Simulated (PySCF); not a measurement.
C4H13B2N (SMILES BN(B)C(C)(C)C)

The calculation's input:

```
{"job": {"kind": "nmr", "xc": "PBE0", "basis": "pcSseg-1"}, "charge": 0, "multiplicity": 1}
B      1.306944     1.612281    -0.668971
N      0.890396     0.385142    -0.067772
B      1.913122    -0.555283     0.250312
C     -0.563198     0.174097     0.223303
C     -0.833210    -1.196653     0.837664
C     -1.348172     0.277310    -1.086750
C     -1.026002     1.249378     1.209829
H      2.473961     1.783138    -0.911285
H      0.505657     2.476896    -0.932855
H      3.049004    -0.273703    -0.037532
H      1.675063    -1.603338     0.793439
H     -1.916673    -1.306621     0.991345
H     -0.502145    -2.013788     0.180659
H     -0.339114    -1.319315     1.812058
H     -1.198215     1.252048    -1.571421
H     -2.424923     0.156122    -0.896686
H     -1.032530    -0.508996    -1.789358
H     -0.897844     2.258897     0.794157
H     -0.449616     1.186721     2.145351
H     -2.090549     1.114353     1.452859
```

Command:

```sh
OMP_NUM_THREADS=1 python probes_run.py task.json out
```

Geometry: PBE0-D3(BJ)/def2-SVP.

Level of theory: PBE0/pcSseg-1, SCF density, gas phase, non-relativistic (PySCF).

Predict the electron density and electron localisation function between the atoms.

B–N (1.43 Å): the density is about 1.9 e/Å³ at the midpoint; the ELF peaks at about 0.95 between the atoms (a polar covalent bond).
C–N (1.50 Å): ρ is about 1.8 e/Å³ halfway; the ELF peaks at about 0.95 between the atoms, as expected for a shared electron pair.
C–C (1.53 Å): the density is about 1.7 e/Å³ at the midpoint; the ELF peaks at about 0.95 between the atoms; a shared electron pair.
C–H (1.10 Å): ρ at the midpoint is about 1.9 e/Å³; the ELF climbs to about 1 towards the hydrogen, as it does in any bond to H: an ordinary covalent bond to hydrogen.

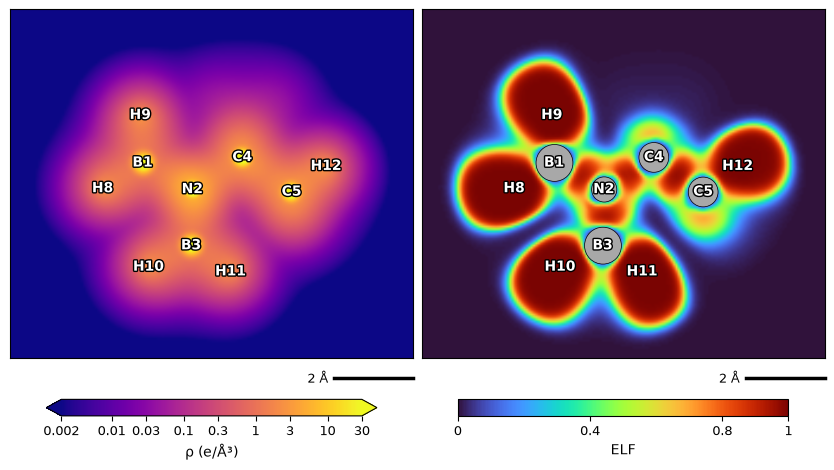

Computed electron density and electron localisation function on the plane of atoms N2, C4 and C5, in this order. Grey discs cover the atomic cores in the ELF map. 
